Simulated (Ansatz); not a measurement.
# Calculations on Si2H5OF3

**1. Relaxation**

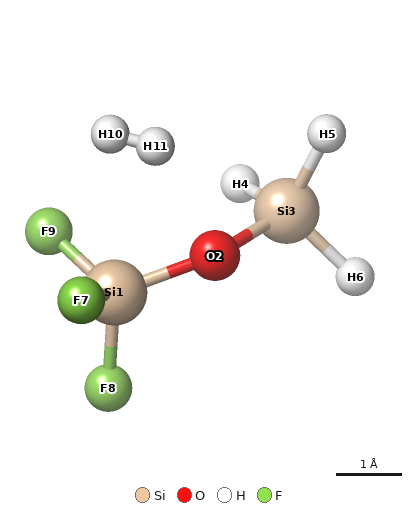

This is the input geometry for a relaxation of Si2H5OF3. The picture is a ball-and-stick view, seen at a tilt.

The run prepares an end point of a later path (reaction) calculation, from a guessed geometry.

These are results of Ansatz 0.2.0, RKS PBE/def2-SVP, not measurements.

Input
```yaml
crystal:
  periodic: [false, false, false]
  atoms:
    - { symbol: Si, position_ang: [-0.132886, 0.151687, 0.060937] }
    - { symbol: O, position_ang: [-0.279607, 0.117003, 1.70786] }
    - { symbol: Si, position_ang: [-1.383144, -0.332435, 2.911088] }
    - { symbol: H, position_ang: [-2.482785, -1.150964, 2.296873] }
    - { symbol: H, position_ang: [-0.645969, -1.139816, 3.936442] }
    - { symbol: H, position_ang: [-1.942037, 0.908957, 3.538979] }
    - { symbol: F, position_ang: [1.408089, 0.331433, -0.361424] }
    - { symbol: F, position_ang: [-0.944477, 1.396705, -0.56484] }
    - { symbol: F, position_ang: [-0.721866, -1.184831, -0.622763] }
    - { symbol: H, position_ang: [1.232785, -1.983202, 0.895422] }
    - { symbol: H, position_ang: [1.128996, -1.583239, 1.485328] }
basis:
  gaussian: { orbitals: def2-SVP }
hamiltonian:
  xc: pbe
relax:
  f_tol: 0.03
  max_steps: 50
output:
  orbitals: {}
```

Command:
```bash
ansatz run input.yaml --threads 4 --pin off --max-ram 5120MiB --backend cpu --events-out ev --progress --plain --runs-dir out
```

Question: Predict the outcome.

Answer: The largest move after the best rigid fit is that of H11, 1.63 Å. By element the largest moves are H 1.63 Å, F 1.07 Å, O 0.81 Å, Si 0.40 Å. Some distances before and after: H10–H11 0.720 → 0.769 Å, Si1–O2 1.654 → 1.623 Å, Si1–F9 1.613 → 1.617 Å. Among the angles between lasting bonds that change: Si1–O2–Si3 140.4° → 146.0°. Groups turn about O2–Si3 by about 65°, Si1–O2 by about 35°. Over 28 accepted moves (34 points after the start) the energy falls by 5.36 kcal/mol. The largest force component goes from 1.5 to 0.011 eV/Å. The line search rejected the trial steps at points 5, 7, 15, 20, 21, 30 of the run. The forces were under the threshold at step 22, but the run went on from there.

History of the run:

```csv
step,"E − E(0), kcal/mol","largest force component, eV/Å",note
0,0.00,1.4857,
1,-3.10,0.5060,
2,-4.17,0.2556,
3,-4.58,0.0714,
4,-4.69,0.1360,
5,-4.52,0.7877,rejected
6,-4.78,0.0385,
7,-4.68,0.4885,rejected
8,-4.83,0.0403,
9,-4.88,0.1241,
10,-4.88,0.2920,
11,-4.95,0.1430,
13,-5.03,0.0629,
14,-5.03,0.0616,
15,-4.59,0.9027,rejected
16,-5.05,0.0313,
18,-5.13,0.0994,
19,-5.18,0.0998,
20,-5.12,0.3998,rejected
21,-5.03,0.3667,rejected
23,-5.24,0.1057,
24,-5.24,0.2344,
25,-5.28,0.0734,
26,-5.30,0.0164,
28,-5.33,0.0453,
29,-5.34,0.0238,
30,-5.33,0.1333,rejected
31,-5.35,0.0378,
33,-5.36,0.0361,
34,-5.36,0.0115,
```

The structure at the end:

```xyz
11

Si   -0.2306    0.5380    0.0139
O    -0.8271    0.6785    1.5162
Si   -1.4165   -0.1422    2.8721
H    -2.5442   -1.0445    2.4617
H    -0.3118   -0.9512    3.4858
H    -1.9008    0.8981    3.8339
F     1.1526    1.3473   -0.1265
F    -1.2625    1.1239   -1.0734
F     0.0542   -1.0082   -0.3631
H     1.1118   -2.7259    1.0615
H     1.4121   -3.1825    1.6019
```

After the run, drawn alike:

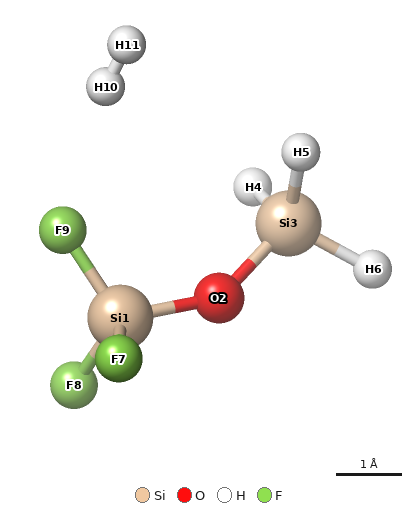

Limits of the set-up: the start holds two separate molecules, 2.2 Å apart at their closest, whose relative position is a soft coordinate and is computed without a dispersion correction.

**2. Relaxation**

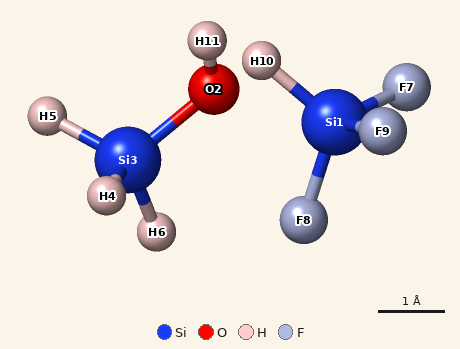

Si$_{2}$H$_{5}$OF$_{3}$, before the relaxation. The picture is a ball-and-stick view, seen from a free direction.

The run prepares an end point of a later path (reaction) calculation, from a guessed geometry.

Level of theory: RKS PBE/def2-SVP in Ansatz 0.2.0.

The input:
```yaml
crystal:
  periodic: [false, false, false]
  atoms:
    - { symbol: Si, position_ang: [0.075927, -0.447686, -0.488014] }
    - { symbol: O, position_ang: [0.286134, -0.156014, 2.368283] }
    - { symbol: Si, position_ang: [-1.194846, -0.283228, 3.191138] }
    - { symbol: H, position_ang: [-2.171796, -1.148257, 2.437007] }
    - { symbol: H, position_ang: [-1.002724, -0.864939, 4.567559] }
    - { symbol: H, position_ang: [-1.705067, 1.118106, 3.302344] }
    - { symbol: F, position_ang: [1.293398, 0.612501, -0.505304] }
    - { symbol: F, position_ang: [-1.302238, 0.313636, -0.11052] }
    - { symbol: F, position_ang: [-0.110314, -1.001909, -1.999142] }
    - { symbol: H, position_ang: [0.362401, -1.590693, 0.386844] }
    - { symbol: H, position_ang: [0.706227, -1.020218, 2.133706] }
basis:
  gaussian: { orbitals: def2-SVP }
hamiltonian:
  xc: pbe
relax:
  f_tol: 0.03
  max_steps: 50
```

Launched with:
```bash
ansatz run input.yaml --threads 4 --pin off --max-ram 5120MiB --backend cpu --events-out ev --progress --plain --runs-dir out
```

What does the optimiser find from here?

Answer. H11 moves most after the best rigid fit: 0.90 Å. By element the largest moves are H 0.90 Å, O 0.63 Å, F 0.61 Å, Si 0.15 Å. Some distances before and after: Si1–O2 2.879 → 2.570 Å, Si1–F7 1.614 → 1.631 Å, O2–H11 0.989 → 0.976 Å, Si3–H4 1.507 → 1.496 Å. Among the angles between lasting bonds that change: O2–Si3–H6 105.3° → 112.0°, O2–Si3–H4 111.4° → 105.2°, F7–Si1–F9 107.5° → 103.5°. Groups turn about O2–Si3 by about 130°. Over 18 accepted moves (21 points after the start) the energy falls by 5.43 kcal/mol. The largest force component goes from 0.62 to 0.027 eV/Å. The line search rejected the trial steps at points 5, 13, 18 of the run.

Final geometry:

```xyz
11

Si    0.0337   -0.5766   -0.4183
O     0.1294   -0.7238    2.1456
Si   -1.2013   -0.3231    3.1338
H    -2.2986   -1.2460    2.7085
H    -0.8497   -0.5640    4.5774
H    -1.6098    1.1140    2.9722
F     1.2948    0.3480    0.0446
F    -1.3721    0.1132    0.0250
F     0.0374   -0.4409   -2.0378
H     0.1580   -2.0153   -0.1172
H     0.9152   -0.1541    2.2500
```

After the run, drawn alike:

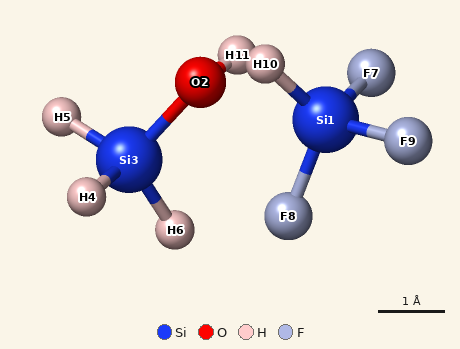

**3. Path**

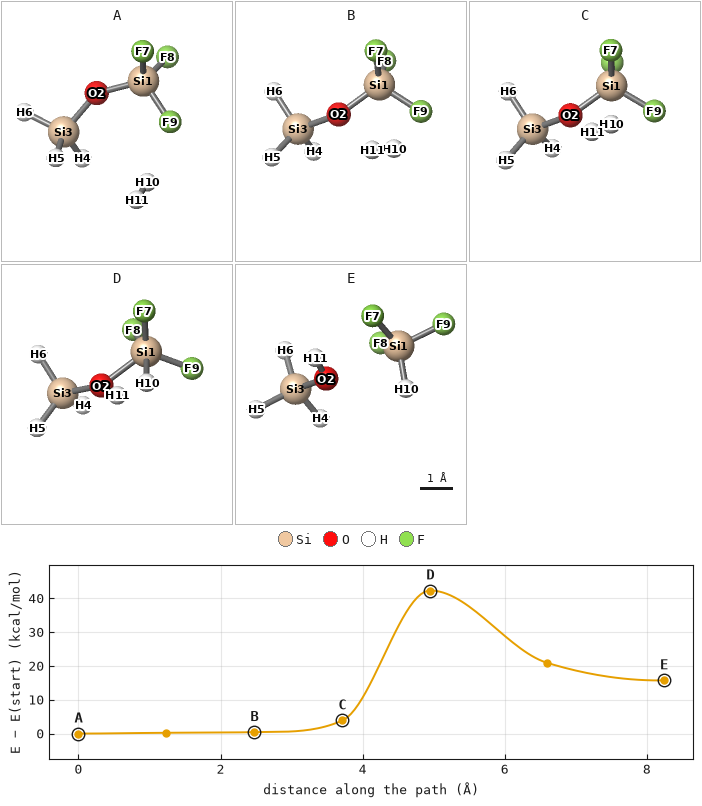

A nudged-elastic-band calculation for Si$_{2}$H$_{5}$OF$_{3}$, made up at the start of Si2H3OF3 and H$_{2}$. Images are numbered from 0 (start) to 6 (end). Frames A to E are images 0, 2, 3, 4, 6. The picture is a ball-and-stick view, seen at a tilt.

Method: RKS PBE/def2-SVP in Ansatz 0.2.0. Settings: 5 movable images; climbing image; force threshold 0.03 eV/Å; iteration limit 60; starting path through a guess of the saddle point.

Q: Describe the mechanism and the energy profile.

A: Breaking: H10–H11 (0.77 → 1.15 at the top → 3.11 Å), Si1–O2 (1.62 → 1.82 at the top → 2.57 Å). Forming: O2–H11 (4.46 → 1.15 at the top → 0.98 Å), Si1–H10 (3.68 → 1.68 at the top → 1.48 Å). The energy climbs by 42.3 kcal/mol to image 4 and then falls by 26.6 kcal/mol, so the end point sits at +15.7 kcal/mol. The band is converged. At the top, the vibrational analysis gives one imaginary mode (1089i cm⁻¹), as a transition state must have.

Limits of the set-up: the start holds two separate molecules, 2.5 Å apart at their closest, whose relative position is a soft coordinate and is computed without a dispersion correction.

The run took 2.2 min on 4 threads of Arm Neoverse V2, on a shared host, peak memory 0.17 GiB.
